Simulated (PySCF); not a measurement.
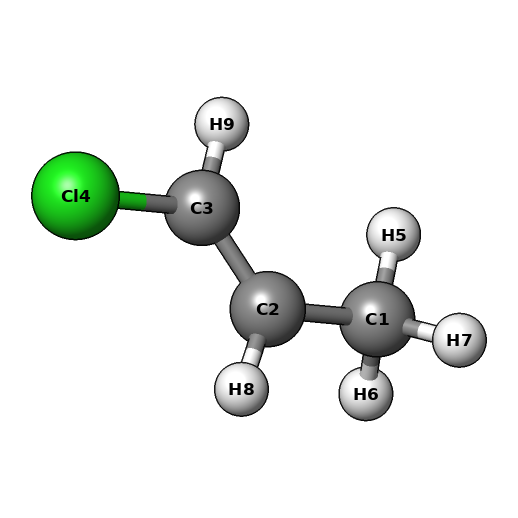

Every bond is drawn as one stick. Computed geometry: PBE0-D3(BJ)/def2-TZVP optimisation. No frequency run is at hand to confirm it as a minimum. Method: PBE0/pcSseg-2 (PySCF 2.14.0).

### Which bond has the highest Mayer bond order?

C2–C3, 1.88, at a length of 1.323 Å.

List the Mayer bond orders of C1–C2, C1–H5, C1–H6, C1–H7, C2–C3, C2–H8, C3–Cl4, C3–H9. Atoms whose distances differ by more than 0.02 Å in this geometry are listed apart.

```
  bond  Mayer order  length (Å)
 C1–C2         0.99       1.489
 C1–H5         1.00       1.091
 C1–H6         0.98       1.094
 C1–H7         0.98       1.094
 C2–C3         1.88       1.323
 C2–H8         1.01       1.086
C3–Cl4         0.99       1.723
 C3–H9         0.98       1.083
```
